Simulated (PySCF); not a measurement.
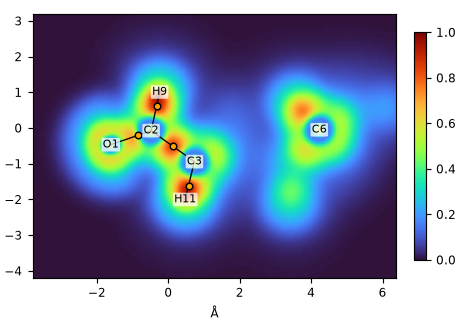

Figure. C5H8OSSe, SMILES `O=CC[Se]C1CCS1`. Localised orbital locator (LOL) in the plane of O1, C2, C3, C6, H9 and H11, with bond paths and bond critical points (dots).

Computed with PySCF, r2SCAN/def2-SVP, geometry: GFN2-xTB. No frequency check shows the geometry to be a minimum. GFN2-xTB bond lengths at metals and heavier atoms can be off by up to 0.1 Å and shapes distorted, which carries into these values.

What values does LOL take at the bond critical points in this plane?

C2–H9: about 0.90; C3–H11: about 0.90; C2–C3: about 0.83; O1–C2: about 0.43. Values above 0.5 mark slow, localised electrons, as in shared pairs; low values at a critical point mark a polar or closed-shell contact whose critical point lies between the shells.

Where along O1–C2 does the critical point lie?

0.80 Å from O1 and 0.39 Å from C2.
